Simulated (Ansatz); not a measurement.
## Work function of Cu(100): what the settings cost and change

Aim: the work function of Cu(100) across levels of theory at one geometry.

Program: Ansatz 0.2.0. Level of theory: plane-wave DFT, PBE, Ansatz PAW, in the first sound run; inputs show where later runs differ. Results are calculated unless marked as measured.

**Measured values to reproduce.**

“Anisotropic work function of elemental crystals” (2019, arxiv:1902.07811) quotes from earlier work for Cu (clean (100) face, a compiled value): work function (clean (100) face, a compiled value) 4.73 eV.

**1. Set-up**

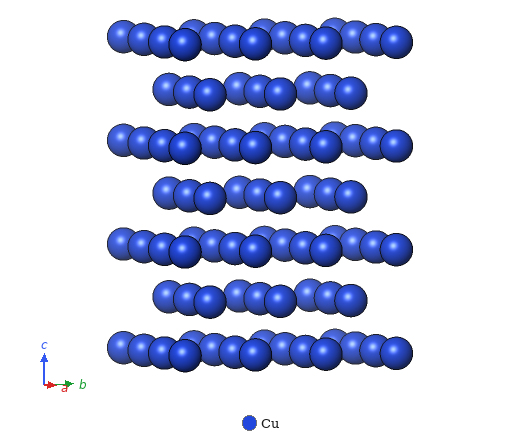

Start, viewed from the side, with the c axis up; copper blue. 3×3×1 cells are drawn. Some periodic images of atoms are drawn too.

The cell holds 7 atoms: 7 Cu. Cell: a = 2.553 Å, b = 2.553 Å, c = 28.830 Å, α = 90.0°, β = 90.0°, γ = 90.0°. Vacuum lies along c.

Structure file:

```cif
data_structure
_symmetry_space_group_name_H-M 'P 1'
_symmetry_Int_Tables_number 1
_cell_length_a 2.5527
_cell_length_b 2.5527
_cell_length_c 28.8300
_cell_angle_alpha 90.000
_cell_angle_beta 90.000
_cell_angle_gamma 90.000
_cell_volume 187.86
loop_
_atom_site_label
_atom_site_type_symbol
_atom_site_fract_x
_atom_site_fract_y
_atom_site_fract_z
_atom_site_occupancy
Cu1 Cu 0.00000 0.00000 0.31217 1
Cu2 Cu 0.50000 0.50000 0.37478 1
Cu3 Cu 0.00000 0.00000 0.43739 1
Cu4 Cu 0.50000 0.50000 0.50000 1
Cu5 Cu 0.00000 0.00000 0.56261 1
Cu6 Cu 0.50000 0.50000 0.62522 1
Cu7 Cu 0.00000 0.00000 0.68783 1
```

**2. Run, setting PBE, Ansatz PAW (420 eV)**

A work function rests on the faint tail of the density, so the SCF threshold is tight. PBE on the default files comes first; the next runs keep the geometry and change functional or files, each at the cutoff that its files recommend; a relaxation and, for heavy metals, spin-orbit coupling close the ladder.

input.yaml

```yaml
crystal:
  lattice:
    - [2.5526554801, 0.0, 0.0]
    - [0.0, 2.5526554801, 0.0]
    - [0.0, 0.0, 28.83]
  atoms:
    - { symbol: Cu, position: [0.0, 0.0, 0.3121748179] }
    - { symbol: Cu, position: [0.5, 0.5, 0.3747832119] }
    - { symbol: Cu, position: [0.0, 0.0, 0.437391606] }
    - { symbol: Cu, position: [0.5, 0.5, 0.5] }
    - { symbol: Cu, position: [0.0, 0.0, 0.562608394] }
    - { symbol: Cu, position: [0.5, 0.5, 0.6252167881] }
    - { symbol: Cu, position: [0.0, 0.0, 0.6878251821] }
kpoints:
  mp_grid: { grid: [16, 16, 1] }
hamiltonian:
  xc: pbe
scf:
  occupations: { method: fermi_dirac, width: 0.1 }
  convergence: { dr2_threshold: 1.0e-09 }
efield:
  axis: 3
  dipole_correction: true
  ramp_position: 0.97
  ramp_width: 0.06
output:
  write_potential: true
  write_density: true
  volumetric_format: npy
  elf: true
```

Command:

```console
$ ansatz run input.yaml --threads 4 --pin off --max-ram 6144MiB --backend cpu --events-out ev --progress --plain --runs-dir out
```

Numbers of over 12 decimals in the logs are rounded to 6 here.

Log:

```text
Engine: ansatz 0.2.0, aarch64-unknown-linux-gnu
Pseudopotentials: kind: paw
Pseudopotential: Cu, paw, valence charge 19, recommended cutoff 420 eV (normal), Cu.paw.azcp
Functional definition: PBE
  parameter kappa = 0.804
  parameter beta = 0.066725
  exchange = pbe_x(kappa = kappa, mu = beta*pi^2/3)
  correlation = pbe_c(beta = beta)
Crystal: 7 atoms, lattice volume = 187.858 Å³
Basis set: ecut = 420 eV, 3701 PW (Γ)
Bands: 80, of which v1, the nominal top of the filled ones, is band 67 counted from 1 (66 counted from 0)
Symmetry: 8 space group operations
k-points: 45 of 256
Non-local potential: Cu, projectors of the file, l = 0: 3, l = 1: 2, l = 2: 3, l = 3: 1
PAW form: soft (Blöchl's): semilocal exchange-correlation on the pseudo side does not see the compensation charge
PAW one-centre angular grid: Cu, 590 points (default); XC on 64 Gauss nodes
Initial density: superposition of atomic densities (neutral atoms: chi_scale 0, normalization atom), corrected by the library's trained network
Initial wavefunctions: pseudopotential atomic-orbital guess
Functional: x = pbe(κ = 0.804, μ = 0.219515), c = pbe(β = 0.066725)
SCF iter   1: F=—  HF=-46375.034819 eV  |F-HF|=—  |Δ(HF+E_count)|=         —  Δρ=2.05e-3  dr2=5.60e-2  ethr=1.77e-3  p=0.000 e·Å  D=1.54e-14 V/Å  ΔV_dip=-0.00 eV  dr2_dipole=1.36e-8  V_vac-E_F(+/−)=4.41/4.41 eV  ⟨swp⟩=7.8  Hψ=15054  notcnv=0  defer=73
efield: sawtooth ramp at fractional position 0.9700 (set: `efield.ramp_position`, or a place that a band, a saddle search or an elastic batch's reference lends), width 0.0600; the density the first Hamiltonian is built on has a dipole p = 0.000 e·Å; the dipole correction subtracts the counter field D = 1.54e-14 V/Å, which shifts the + side's vacuum level by -0.00 eV against the − side's; the planar-averaged density in the ramp window peaks in size at 4.0e-5 e/Å³
preconditioner: auto → LDOS  [metal: Δε(μ)=0.045 eV  Ē_g=8.564 eV  σ=0.100 eV  W_gap=0.11  n_scr=50 (ndim 8)  ℏωp=23.8 eV  f_vac=0.528  D(μ)=2.34/eV (n_scr^D=12)  β→1.0]
SCF iter   2: F=—  HF=-46375.037990 eV  |F-HF|=—  |Δ(HF+E_count)|=   3.17e-3  Δρ=2.50e-3  dr2=8.50e-3  ethr=4.21e-5  p=0.000 e·Å  D=7.72e-6 V/Å  ΔV_dip=-0.00 eV  dr2_dipole=1.31e-8  V_vac-E_F(+/−)=4.55/4.55 eV  ⟨swp⟩=2.5  Hψ=6115  notcnv=0  defer=136
SCF iter   3: F=—  HF=-46375.037257 eV  |F-HF|=—  |Δ(HF+E_count)|=   7.33e-4  Δρ=1.35e-3  dr2=1.89e-3  ethr=6.39e-6  p=0.000 e·Å  D=3.62e-7 V/Å  ΔV_dip=-0.00 eV  dr2_dipole=8.07e-9  V_vac-E_F(+/−)=4.53/4.53 eV  ⟨swp⟩=2.1  Hψ=5674  notcnv=0  defer=136
SCF iter   4: F=—  HF=-46375.036923 eV  |F-HF|=—  |Δ(HF+E_count)|=   3.34e-4  Δρ=3.95e-4  dr2=3.12e-4  ethr=1.42e-6  p=0.000 e·Å  D=1.74e-7 V/Å  ΔV_dip=-0.00 eV  dr2_dipole=1.98e-10  V_vac-E_F(+/−)=4.53/4.53 eV  ⟨swp⟩=3.1  Hψ=6607  notcnv=0  defer=136
SCF iter   5: F=—  HF=-46375.036937 eV  |F-HF|=—  |Δ(HF+E_count)|=   1.31e-5  Δρ=1.31e-4  dr2=3.10e-5  ethr=2.35e-7  p=-0.000 e·Å  D=-1.02e-7 V/Å  ΔV_dip=0.00 eV  dr2_dipole=1.92e-11  V_vac-E_F(+/−)=4.53/4.53 eV  ⟨swp⟩=2.1  Hψ=4813  notcnv=0  defer=136
SCF iter   6: F=—  HF=-46375.036930 eV  |F-HF|=—  |Δ(HF+E_count)|=   6.67e-6  Δρ=3.68e-5  dr2=2.10e-6  ethr=2.33e-8  p=0.000 e·Å  D=8.49e-8 V/Å  ΔV_dip=-0.00 eV  dr2_dipole=3.25e-12  V_vac-E_F(+/−)=4.54/4.54 eV  ⟨swp⟩=2.0  Hψ=5114  notcnv=0  defer=136
SCF iter   7: F=—  HF=-46375.036907 eV  |F-HF|=—  |Δ(HF+E_count)|=   2.31e-5  Δρ=2.65e-5  dr2=7.32e-7  ethr=1.58e-9  p=0.000 e·Å  D=3.31e-8 V/Å  ΔV_dip=-0.00 eV  dr2_dipole=7.94e-14  V_vac-E_F(+/−)=4.54/4.54 eV  ⟨swp⟩=2.6  Hψ=5933  notcnv=0  defer=135
SCF iter   8: F=—  HF=-46375.036908 eV  |F-HF|=—  |Δ(HF+E_count)|=   7.71e-7  Δρ=1.24e-5  dr2=2.49e-7  ethr=5.50e-10  p=0.000 e·Å  D=6.62e-8 V/Å  ΔV_dip=-0.00 eV  dr2_dipole=1.12e-13  V_vac-E_F(+/−)=4.54/4.54 eV  ⟨swp⟩=2.0  Hψ=5025  notcnv=0  defer=135
SCF iter   9: F=—  HF=-46375.036908 eV  |F-HF|=—  |Δ(HF+E_count)|=   3.85e-7  Δρ=2.97e-6  dr2=2.25e-8  ethr=1.87e-10  p=0.000 e·Å  D=3.59e-8 V/Å  ΔV_dip=-0.00 eV  dr2_dipole=2.64e-13  V_vac-E_F(+/−)=4.54/4.54 eV  ⟨swp⟩=2.0  Hψ=4701  notcnv=0  defer=135
SCF iter  10: F=—  HF=-46375.036908 eV  |F-HF|=—  |Δ(HF+E_count)|=   2.12e-8  Δρ=2.52e-6  dr2=1.13e-8  ethr=1.70e-11  p=0.000 e·Å  D=9.26e-9 V/Å  ΔV_dip=-0.00 eV  dr2_dipole=1.69e-13  V_vac-E_F(+/−)=4.54/4.54 eV  ⟨swp⟩=2.0  Hψ=5128  notcnv=0  defer=135
SCF iter  11: F=—  HF=-46375.036908 eV  |F-HF|=—  |Δ(HF+E_count)|=  9.39e-10  Δρ=8.44e-7  dr2=1.18e-9  ethr=8.52e-12  p=0.000 e·Å  D=7.56e-9 V/Å  ΔV_dip=-0.00 eV  dr2_dipole=3.02e-14  V_vac-E_F(+/−)=4.54/4.54 eV  ⟨swp⟩=2.0  Hψ=4986  notcnv=0  defer=134
SCF iter  12: F=-46375.036908 eV  HF=-46375.036908 eV  |F-HF|=5.02e-10  |Δ(HF+E_count)|=   1.11e-8  Δρ=2.52e-7  dr2=8.14e-11  ethr=1.00e-12  p=-0.000 e·Å  D=-1.33e-9 V/Å  ΔV_dip=0.00 eV  dr2_dipole=8.72e-16  V_vac-E_F(+/−)=4.54/4.54 eV  ⟨swp⟩=11.4  Hψ=12728  notcnv=0
SCF 1 converged in 12 iterations: F = -46375.036908 eV  dr2 = 8.14e-11
  greatest PAW one-centre occupation: 1.000 electrons in one spin orbital (limit 2), on the Cu atom at site 0 (counted from 0), in its partial waves of l = 0
WARN: The output density's exchange-correlation potential varies sharply where the density is thin. Do not read a vacuum level from v_tot or v_xc, or from such a field of the output density. On a cell that repeats whose density bears no net charge and no dipole along the vacuum's axis use v_es (v_loc + v_h of the components); under efield.dipole_correction with no amplitude use v_es + v_field, which holds any externa [...]
SCF converged after 12 iterations
Free energy (F): -46375.036908 eV
Harris-Foulkes:  -46375.036908 eV  (|F-HF|=5.02e-10)
Internal energy: -46374.961074 eV  (E = F + TS)
E sigma→0 (E₀):  -46374.998991 eV
Entropy (-TS):   -0.075834 eV (-10.833 meV/atom)
Fermi energy:    4.881308 eV
Dipole field:    D = -0.000000 V/Å  (p = -0.000000 e·Å, saw-weighted, corrected)
Work function:   Φ+ = 4.5405 eV   Φ− = 4.5405 eV
Levels:          The Fermi level and band energies are counted from a zero that moves with the ramp; work functions are not
--- Per-component energies (eV) ---
  E_band       = -4081.986525
  E_kinetic    = 2098.368689
  E_local      = -405227.359584  (includes V_loc(G=0)·N_el)
  E_nonlocal   = 2736.215239
  E_hartree    = 200145.762827
  E_xc         = -623.969337
  E_vxc        = -804.938794  (∫ρ·V_xc dr)
  E_paw        = -11647.101081  (= ΣΔE_a)
  E_vpaw       = -3175.800880  (= ΣTr[D̂ρ^β])
  E_aug_tail   = 0.001937  (compensation charges beyond the density's cutoff)
  E_efield     = 0.000000  (sawtooth field / dipole correction)
  E_vefield    = 0.000000  (∫n·V_field dr)
  E_ewald      = 166143.120236
  E_smearing   = -0.075834  (= −TS)
  E_closure    = 0.000000  (closes the sum)
  Σ components = -46375.036908   (vs F -46375.036908, Δ=0.00e0)
--- Band table (eV; the first three rows and the last of 45) ---
  k-point 0: bands = [... 63 lower, 3.3434, 3.4243, 3.4243, 3.4306, 3.4315, 3.7485, 5.2053, 6.0878, ... 9 higher]
  k-point 1: bands = [... 63 lower, 3.2939, 3.3583, 3.3806, 3.4176, 3.4468, 3.9999, 5.3957, 6.3068, ... 9 higher]
  k-point 2: bands = [... 63 lower, 3.3259, 3.3308, 3.3945, 3.4153, 3.4379, 4.4634, 5.8714, 6.8697, ... 9 higher]
  k-point 44: bands = [... 63 lower, 6.7574, 6.7574, 7.8564, 7.8564, 9.3018, 9.3018, 10.9718, 10.9718, ... 9 higher]
```

It took 67 s on 4 threads of Arm Neoverse N1, shared host; peak memory 0.98 GiB; 4 min of CPU time.

This step gave:

- energy at zero smearing: -46374.9990 eV
- work function, upper face: 4.541 eV

Running mean over 1.805 Å of the planar mean; the ramp of the sawtooth is left out. Electron's electrostatic potential energy less the Fermi level against z:

```csv
z (Å),electron's electrostatic potential energy less the Fermi level (eV)
4,4.54
6,4.50
8,-1.46
10,-8.75
12,-8.84
14,-8.85
16,-8.84
18,-8.86
20,-7.94
22,4.23
24,4.54
```

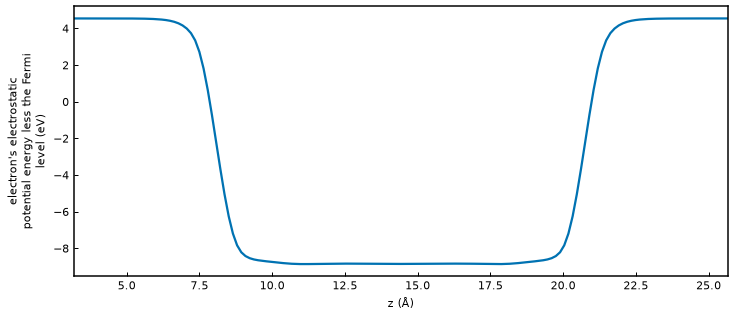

Electron's electrostatic potential energy less the Fermi level, plotted against z.

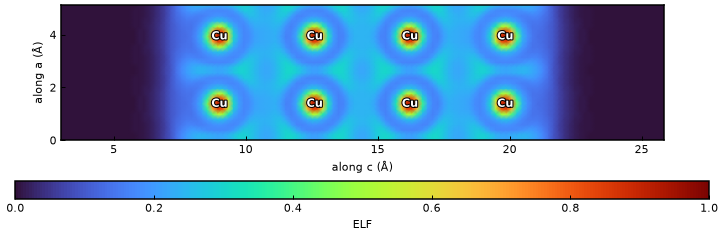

ELF in the ca plane at fractional y = 0.000, with atoms of Cu within 0.2 Å of it. It is the smooth field of the valence electrons, not physical close to the nuclei. The map starts off the cell's origin, so that atoms lie inside it. The far vacuum is left out of the map.

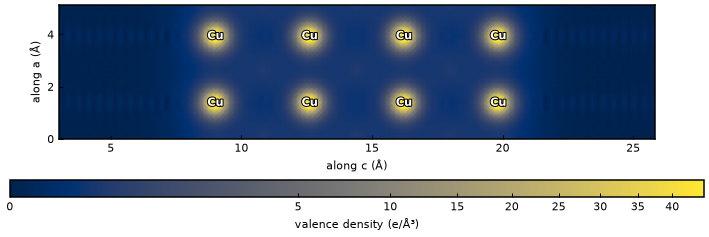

Valence density in the ca plane at fractional y = 0.000, with atoms of Cu within 0.2 Å of it. It is the smooth field of the valence electrons, not physical close to the nuclei. The map starts off the cell's origin, so that atoms lie inside it. The colour scale is stretched toward low values. The far vacuum is left out of the map.

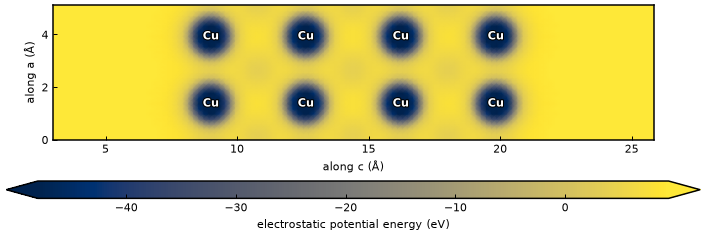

Electrostatic potential energy in the ca plane at fractional y = 0.000, with atoms of Cu within 0.2 Å of it. With pseudopotentials it is smooth inside the atoms' cores, unlike the true potential. The map starts off the cell's origin, so that atoms lie inside it. The far vacuum is left out of the map.

The work function is 4.541 eV.

**3. Slab**

This step: plane-wave DFT, LDA, Ansatz PAW (Ansatz 0.2.0).

input.yaml: that of step 2 with these lines changed.

```diff
@@ -16,3 +16,3 @@
 hamiltonian:
-  xc: pbe
+  xc: lda
 scf:
@@ -29,2 +29 @@
   volumetric_format: npy
-  elf: true
```

Log:

```text
[...]
Crystal: 7 atoms, lattice volume = 187.858 Å³
Basis set: ecut = 420 eV, 3701 PW (Γ)
Bands: 80, of which v1, the nominal top of the filled ones, is band 67 counted from 1 (66 counted from 0)
Symmetry: 8 space group operations
k-points: 45 of 256
[...]
k-point 0: bands = [... 63 lower, 2.9273, 3.0087, 3.0087, 3.0187, 3.0198, 3.3499, 4.8214, 5.7074, ... 9 higher]
  k-point 1: bands = [... 63 lower, 2.8790, 2.9440, 2.9668, 3.0051, 3.0331, 3.5994, 5.0111, 5.9263, ... 9 higher]
  k-point 2: bands = [... 63 lower, 2.9127, 2.9181, 2.9855, 3.0015, 3.0237, 4.0634, 5.4864, 6.4900, ... 9 higher]
  k-point 44: bands = [... 63 lower, 6.3592, 6.3592, 7.4539, 7.4539, 8.8950, 8.8950, 10.5607, 10.5607, ... 9 higher]
[key lines of the parts left out:]
SCF converged after 12 iterations
Free energy (F): -45888.158371 eV
Fermi energy:    4.482386 eV
Dipole field:    D = 0.000000 V/Å  (p = 0.000000 e·Å, saw-weighted, corrected)
Work function:   Φ+ = 4.9010 eV   Φ− = 4.9010 eV
```

Wall time 63 s (4 threads); peak memory 0.98 GiB; 4 min of CPU time.

The work function is 4.901 eV, +0.360 eV from the run “PBE, Ansatz PAW (420 eV)”, at 1.00 times its CPU time.

**4. Run**

This step: plane-wave DFT, PBEsol, Ansatz PAW (Ansatz 0.2.0).

input.yaml: that of step 3 with these lines changed.

```diff
@@ -16,3 +16,3 @@
 hamiltonian:
-  xc: lda
+  xc: pbesol
 scf:
```

Log:

```text
[...]
Crystal: 7 atoms, lattice volume = 187.858 Å³
Basis set: ecut = 420 eV, 3701 PW (Γ)
Bands: 80, of which v1, the nominal top of the filled ones, is band 67 counted from 1 (66 counted from 0)
Symmetry: 8 space group operations
k-points: 45 of 256
[...]
k-point 0: bands = [... 63 lower, 3.2091, 3.2909, 3.2909, 3.2994, 3.3004, 3.5969, 5.0580, 5.9331, ... 9 higher]
  k-point 1: bands = [... 63 lower, 3.1585, 3.2254, 3.2482, 3.2860, 3.3146, 3.8521, 5.2499, 6.1544, ... 9 higher]
  k-point 2: bands = [... 63 lower, 3.1937, 3.1990, 3.2556, 3.2829, 3.3054, 4.3173, 5.7282, 6.7220, ... 9 higher]
  k-point 44: bands = [... 63 lower, 6.5827, 6.5827, 7.6851, 7.6851, 9.1321, 9.1321, 10.8027, 10.8027, ... 9 higher]
[key lines of the parts left out:]
SCF converged after 12 iterations
Free energy (F): -46119.866331 eV
Fermi energy:    4.730395 eV
Dipole field:    D = 0.000001 V/Å  (p = 0.000001 e·Å, saw-weighted, corrected)
Work function:   Φ+ = 4.6569 eV   Φ− = 4.6569 eV
```

Wall time 64 s (4 threads); peak memory 0.99 GiB; 4.1 min of CPU time.

The work function is 4.657 eV, +0.116 eV from the run “PBE, Ansatz PAW (420 eV)”, at 1.0 times its CPU time.

**5. Slab**

This step: plane-wave DFT, RPBE, Ansatz PAW (Ansatz 0.2.0).

input.yaml: that of step 4 with these lines changed.

```diff
@@ -16,3 +16,3 @@
 hamiltonian:
-  xc: pbesol
+  xc: rpbe
 scf:
```

Log:

```text
[...]
Crystal: 7 atoms, lattice volume = 187.858 Å³
Basis set: ecut = 420 eV, 3701 PW (Γ)
Bands: 80, of which v1, the nominal top of the filled ones, is band 67 counted from 1 (66 counted from 0)
Symmetry: 8 space group operations
k-points: 45 of 256
[...]
k-point 0: bands = [... 63 lower, 3.5042, 3.5859, 3.5859, 3.5913, 3.5923, 3.9204, 5.3724, 6.2504, ... 9 higher]
  k-point 1: bands = [... 63 lower, 3.4555, 3.5192, 3.5417, 3.5785, 3.6081, 4.1702, 5.5620, 6.4683, ... 9 higher]
  k-point 2: bands = [... 63 lower, 3.4866, 3.4916, 3.5615, 3.5764, 3.5994, 4.6327, 6.0361, 7.0282, ... 9 higher]
  k-point 44: bands = [... 63 lower, 6.9288, 6.9288, 8.0283, 8.0283, 9.4751, 9.4751, 11.1474, 11.1474, ... 9 higher]
[key lines of the parts left out:]
SCF converged after 12 iterations
Free energy (F): -46411.504440 eV
Fermi energy:    5.046933 eV
Dipole field:    D = -0.000000 V/Å  (p = -0.000000 e·Å, saw-weighted, corrected)
Work function:   Φ+ = 4.3652 eV   Φ− = 4.3652 eV
```

The job ended after 65 s (4 threads; peak memory 0.99 GiB; 4 min of CPU time).

The work function is 4.365 eV, -0.175 eV from the run “PBE, Ansatz PAW (420 eV)”, at 0.99 times its CPU time.

**6. Run**

This step: plane-wave DFT, r2SCAN, Ansatz PAW (Ansatz 0.2.0).

input.yaml: that of step 5 with these lines changed.

```diff
@@ -16,3 +16,3 @@
 hamiltonian:
-  xc: rpbe
+  xc: r2scan
 scf:
```

Log:

```text
[...]
Crystal: 7 atoms, lattice volume = 187.858 Å³
Basis set: ecut = 500 eV, 4861 PW (Γ), exchange–correlation on 80×80×864 points (64 copies of the dense FFT grid, shifted against one another)
Bands: 80, of which v1, the nominal top of the filled ones, is band 67 counted from 1 (66 counted from 0)
Symmetry: 8 space group operations
k-points: 45 of 256
[...]
k-point 0: bands = [... 63 lower, 3.1545, 3.2274, 3.2284, 3.2405, 3.2405, 3.6443, 5.1572, 6.0706, ... 9 higher]
  k-point 1: bands = [... 63 lower, 3.1075, 3.1656, 3.1838, 3.2169, 3.2561, 3.8952, 5.3501, 6.2935, ... 9 higher]
  k-point 2: bands = [... 63 lower, 3.1263, 3.1297, 3.2222, 3.2406, 3.2483, 4.3709, 5.8366, 6.8697, ... 9 higher]
  k-point 44: bands = [... 63 lower, 6.7771, 6.7771, 7.9111, 7.9111, 9.4063, 9.4063, 11.1395, 11.1395, ... 9 higher]
[key lines of the parts left out:]
SCF converged after 19 iterations
Free energy (F): -46417.219321 eV
Fermi energy:    4.787299 eV
Dipole field:    D = -0.000001 V/Å  (p = -0.000001 e·Å, saw-weighted, corrected)
Work function:   Φ+ = 4.5434 eV   Φ− = 4.5434 eV
```

The job ended after 2.5 min (4 threads; peak memory 1.4 GiB).

The work function is 4.543 eV, +0.003 eV from the run “PBE, Ansatz PAW (420 eV)”, at 2.3 times its CPU time.

**7. Slab**

This step: plane-wave DFT, PBE, JTH PAW (Ansatz 0.2.0).

input.yaml: that of step 6 with these lines changed.

```diff
@@ -16,3 +16,4 @@
 hamiltonian:
-  xc: r2scan
+  xc: pbe
+  pseudopotentials: { kind: paw, source: jth }
 scf:
```

Log:

```text
[...]
k-point 0: bands = [... 63 lower, 4.6817, 4.7624, 4.7624, 4.7689, 4.7699, 5.0846, 6.5370, 7.4141, ... 9 higher]
  k-point 1: bands = [... 63 lower, 4.6319, 4.6966, 4.7190, 4.7560, 4.7850, 5.3361, 6.7276, 7.6337, ... 9 higher]
  k-point 2: bands = [... 63 lower, 4.6644, 4.6693, 4.7329, 4.7536, 4.7762, 5.7994, 7.2037, 8.1974, ... 9 higher]
  k-point 44: bands = [... 63 lower, 8.0814, 8.0814, 9.1813, 9.1813, 10.6288, 10.6288, 12.3027, 12.3027, ... 9 higher]
[key lines of the parts left out:]
SCF converged after 13 iterations
Free energy (F): -46369.984489 eV
Fermi energy:    6.214999 eV
Dipole field:    D = -0.000003 V/Å  (p = -0.000003 e·Å, saw-weighted, corrected)
Work function:   Φ+ = 4.5420 eV   Φ− = 4.5419 eV
```

The job ended after 4.8 min (4 threads; peak memory 4.3 GiB).

The work function is 4.542 eV, +0.001 eV from the run “PBE, Ansatz PAW (420 eV)”, at 4.7 times its CPU time.

**8. Slab**

This step: plane-wave DFT, PBE, norm-conserving (Ansatz 0.2.0).

input.yaml: that of step 7 with these lines changed.

```diff
@@ -17,3 +17,3 @@
   xc: pbe
-  pseudopotentials: { kind: paw, source: jth }
+  pseudopotentials: { kind: nc }
 scf:
```

Log:

```text
[...]
Crystal: 7 atoms, lattice volume = 187.858 Å³
Basis set: ecut = 1251.723767 eV, 19079 PW (Γ)
Bands: 80, of which v1, the nominal top of the filled ones, is band 67 counted from 1 (66 counted from 0)
Symmetry: 8 space group operations
k-points: 45 of 256
[...]
k-point 0: bands = [... 63 lower, 3.6022, 3.6839, 3.6839, 3.6913, 3.6924, 4.0050, 5.4608, 6.3387, ... 9 higher]
  k-point 1: bands = [... 63 lower, 3.5527, 3.6189, 3.6409, 3.6780, 3.7070, 4.2572, 5.6514, 6.5582, ... 9 higher]
  k-point 2: bands = [... 63 lower, 3.5870, 3.5921, 3.6551, 3.6755, 3.6979, 4.7210, 6.1272, 7.1216, ... 9 higher]
  k-point 44: bands = [... 63 lower, 7.0040, 7.0040, 8.1053, 8.1053, 9.5532, 9.5532, 11.2262, 11.2262, ... 9 higher]
[key lines of the parts left out:]
SCF converged after 9 iterations
Free energy (F): -36144.330321 eV
Fermi energy:    5.137024 eV
Dipole field:    D = -0.000000 V/Å  (p = -0.000000 e·Å, saw-weighted, corrected)
Work function:   Φ+ = 4.5404 eV   Φ− = 4.5404 eV
```

Elapsed: 3.8 min, on 4 threads; peak memory 3.6 GiB; 15 min of CPU time.

The work function is 4.540 eV, -0.000 eV from the run “PBE, Ansatz PAW (420 eV)”, at 3.6 times its CPU time.

(Part 1 of 2 ends here.)

[Logs are printed without paths, hosts, clocks, repeated set-up lines and the standing remarks that a program may print on its own settings, such as how far it seeks lower states.]

[Hosts, paths, dates, database ids (printed as entryN), source tags and the programs' standing remarks are cut or masked in the printed files.]

[Maps of the electrostatic potential energy from Ansatz leave out the sawtooth potential of an applied field or a dipole correction, so their vacuum need not be flat; planar profiles and work functions include it.]
